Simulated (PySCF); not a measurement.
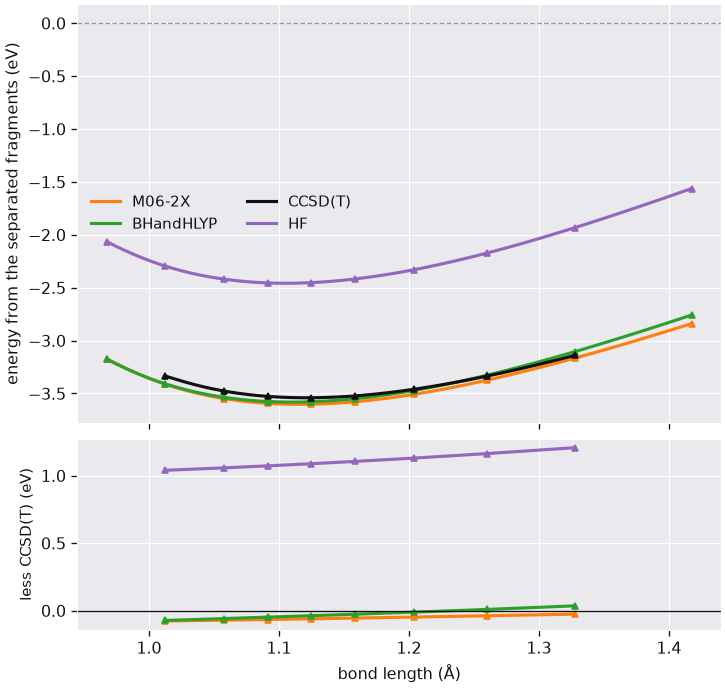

Bond curves of CH, doublet (excess alpha electrons: πy +1), def2-TZVPP (non-relativistic), PySCF: energy from the separated fragments (atoms in their ground configurations, no counterpoise). One reference determinant with the occupation held, the lowest that a PBE0 search over spins and occupations found; no spin-orbit coupling. Splines pass through the computed points, which are marked. References: UKS for M06-2X and BHandHLYP; UHF for HF and CCSD(T).

Q: Which curve follows CCSD(T) best, and which worst?

A: Best BHandHLYP, worst HF; largest departures, offsets in depth included: BHandHLYP 0.07, M06-2X 0.08, HF 1.21 eV, over the shared points. CCSD(T) is in the same finite basis, not at its limit.

Q: Where is the minimum of each curve?

A: M06-2X: near 1.12 Å, −3.60 eV; BHandHLYP: near 1.11 Å, −3.58 eV; CCSD(T): near 1.12 Å, −3.54 eV; HF: near 1.10 Å, −2.46 eV (from the spline).

Caveats, for all or some of the runs: lowest determinant of a PBE0 search, another state may lie lower.
